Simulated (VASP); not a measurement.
Band structure of TlAuO2 (space group R-3m). Computed with PBEsol GGA, VASP's PBE PAW potentials (set 64) (plane waves; VASP).

Unless said otherwise, spin-orbit coupling is left out, though it shifts the bands of the heavy elements here.

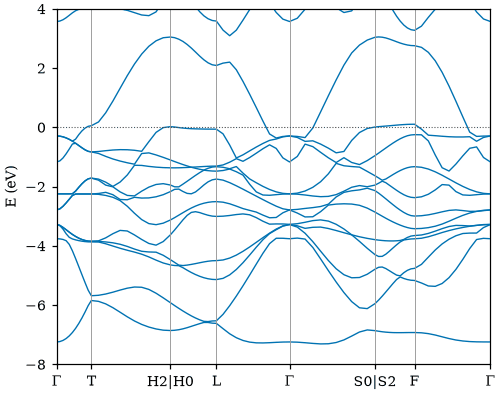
Bands along high-symmetry lines, zero at the valence-band maximum or, without a gap, the Fermi level

Q: Read the plot: is there a gap, and where are the band edges?

A: It has no gap at this level: it comes out as a metal or semimetal. (Edges off the drawn lines would not show.)

The structure comes from a computed database's TlAuO2 entry (R-3m); how it stands against other phases isn't given here. It was relaxed first.
